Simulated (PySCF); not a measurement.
# RuOCl₂: relaxation and vibrations of the triplet

The task is one start of a wider search on RuOCl₂: the triplet, built as T-shaped (ligand arrangement 2). It is relaxed, tested by its Hessian and followed downhill if it is a saddle.

Computed with PySCF 2.14.0. Level: PBE0, basis Ru def2-SVP with ECP28, O def2-SVP, Cl def2-SVP, scalar-relativistic core potentials, no spin–orbit coupling, density fitting.

### 1 The system as given

4 atoms, charge 0, spin multiplicity 3.

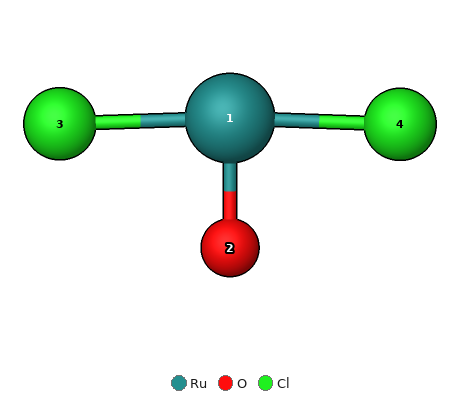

The starting geometry (ruthenium teal, oxygen red, chlorine green); atoms are numbered from 1 in the order of the file.

Coordinates in bohr (charge 0 multiplicity 3):
```
Ru    0.0000    0.0000   -0.3302
O     0.0000    0.0000    2.9012
Cl    4.2303    0.0000   -0.1824
Cl   -4.2303    0.0000   -0.1824
```

### 2 T-shaped (ligand arrangement 2) start, triplet: relaxation

One driver script runs all steps and calls PySCF; scf.py shows how it sets up the SCF of each step. The optimiser is the driver's own. Before each start the driver seeks the lowest SCF state from one or more starting densities and follows internal instabilities, so scf.py alone need not reach the same state.

The program finds C2v symmetry in the start, which this walk keeps. The walk stops when the largest gradient is under 0.0003 Eh/bohr and the energy has settled too.

scf.py

```python
from pyscf import gto, scf, dft
mol = gto.M(atom='''
Ru     0.000000     0.000000    -0.174728
O      0.000000     0.000000     1.535272
Cl     2.238600    -0.000000    -0.096528
Cl    -2.238600     0.000000    -0.096528''',
    basis={'Ru': 'def2-SVP', 'O': 'def2-SVP', 'Cl': 'def2-SVP'},
    ecp={'Ru': 'def2-SVP'},
    charge=0, spin=2)
mf = dft.UKS(mol, xc='PBE0')
mf.grids.atom_grid = (50, 194)
aux = {'Ru': 'def2-universal-JKFIT', 'O': 'def2-universal-JKFIT', 'Cl': 'def2-universal-JKFIT'}
mf = mf.density_fit(auxbasis=aux)
mf.kernel()
```

Further steps of the session: Is it a minimum? Harmonic modes.

What does the calculation give? Wanted: minimum; geometry; wavenumbers; dipole moment; highest occupied, lowest empty level; polar-tensor charge of Ru1; zero-point energy; atomisation energy; ⟨S²⟩.

**Answer**, as computed:

```
                                          quantity                                                                   value
                                           minimum                                                            triplet, C2v
                                          geometry  Ru–Cl 2.211 Å (×2), Ru–O 1.639 Å; Cl–Ru–Cl 120.8°, Cl–Ru–O 119.6° (×2)
                                wavenumbers (cm⁻¹)               84 (b1), 96 (a1), 213 (b2), 386 (a1), 448 (b2), 1056 (a1)
                                     dipole moment                                                                  0.28 D
highest occupied, lowest empty level (either spin)                                                         -7.99, -4.64 eV
                        polar-tensor charge of Ru1                                                                 +1.36 e
                                 zero-point energy                                                             13.6 kJ/mol
                               entropy at 298.15 K                                                         340.5 J/(mol K)
         atomisation energy (no zero-point energy)                                                             1126 kJ/mol
                                              ⟨S²⟩                                                                   2.012
```

In words: The molecule stays C2v, as typed, and the end point is a minimum. The strongest infrared band lies at 1056 cm⁻¹ (a1, stretch). Most of the spin sits on Ru1 (Mulliken spin 1.54, against 2 for the whole molecule). Other starts or spin states, not run here, may lie lower. The soft modes, below some 90 cm⁻¹, carry numerical noise of tens of cm⁻¹, and the entropy with them. One determinant may miss the lowest occupation of an open d or f shell.
